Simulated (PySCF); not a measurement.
**C₃H₈O₂SSi: density, localisation and related maps**

Input file:

```
{"job": {"kind": "uv", "xc": "PBE0", "basis": "def2-SVPD", "nstates": 8, "ntriplets": 3}, "charge": 0, "multiplicity": 1}
S      2.889632     0.121724    -0.217901
C      1.272087    -0.686277    -0.440054
C      0.319927    -0.339465     0.697278
C     -1.051782    -1.024129     0.493702
O     -1.899047    -0.103968    -0.127347
Si    -1.353723     1.434170     0.032412
O      0.085002     1.040866     0.721431
H      2.382937     1.323194     0.043329
H      1.472950    -1.755903    -0.466308
H      0.847815    -0.362311    -1.391624
H      0.768502    -0.624372     1.656009
H     -1.478150    -1.311383     1.459988
H     -0.968942    -1.912007    -0.137972
H     -2.091324     2.211054     1.011028
H     -1.200299     1.996795    -1.298331
```

Command:

```sh
OMP_NUM_THREADS=1 python probes_run.py task.json out
```

Geometry: GFN2-xTB.

These are results of PBE0/def2-SVPD, SCF density, gas phase in PySCF, not measurements.

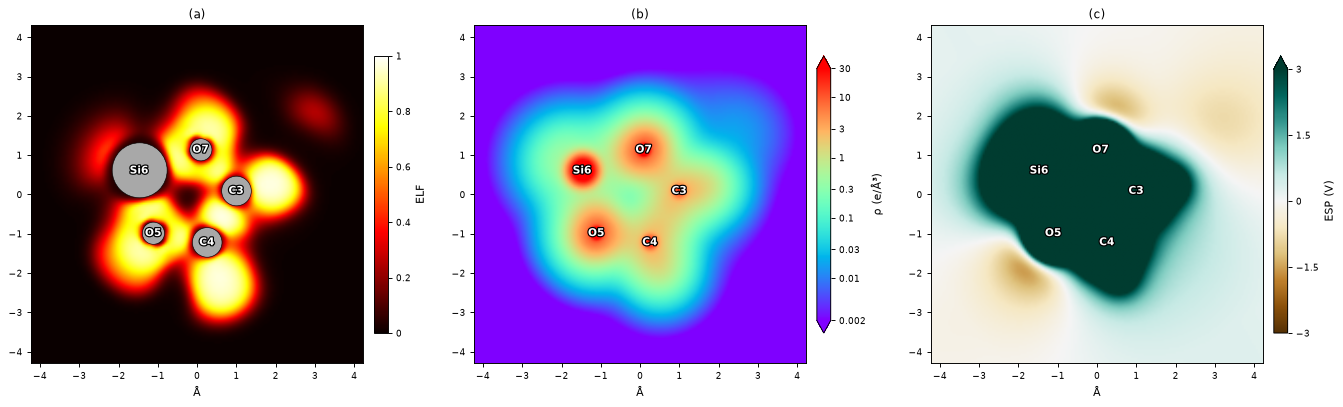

Figure 1. (a) electron localisation function; (b) electron density; (c) electrostatic potential on the plane of atoms O5, Si6 and O7. Grey discs cover the atomic cores in the ELF map.

> Describe what can be read from this map.

- Atoms in the plane: C, O and Si.
- C–O (1.40 Å): ρ at the midpoint is about 2.1 e/Å³, with its minimum of 1.7 e/Å³ about 0.5 Å from C; the ELF peaks at about 0.90 between the atoms; a shared but strongly polarised pair.
- C–C (1.55 Å): ρ is about 1.7 e/Å³ halfway; the ELF peaks at about 0.95 between the atoms: a shared electron pair.
- Si–O (1.64 Å): ρ is about 1.2 e/Å³ halfway; the ELF peaks at about 0.90 between the atoms (a polar covalent bond).
- The ELF also peaks beside O5 and O7, away from the bonds: lone-pair regions.
- Outside the dense part of the molecule the potential is most negative (−1.5 V) near O5.

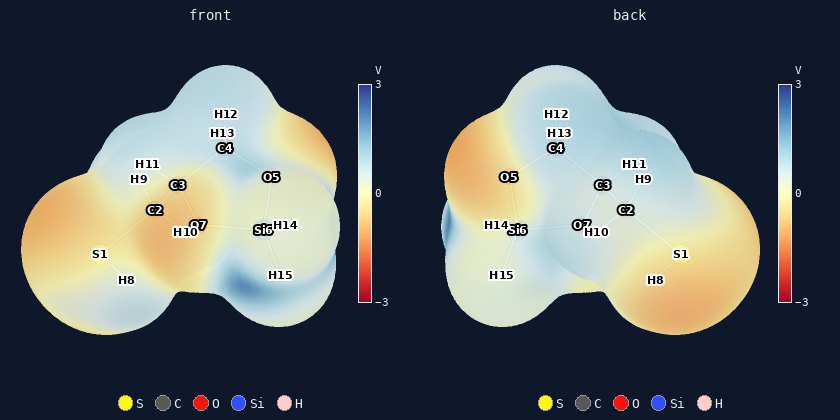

Figure 2. The molecular electrostatic potential painted on the density surface at 0.002 e/bohr³, seen from the front and from behind; red is negative and blue positive.

> Where is the surface potential most negative and most positive?

The most negative region (about −1.1 V, or −25 kcal/mol for a unit charge) lies over S1 and O5, the most positive (about +2.0 V, or +46 kcal/mol for a unit charge) over Si6.

> What dipole moment does the calculation give?

Its dipole moment is 1.61 D.
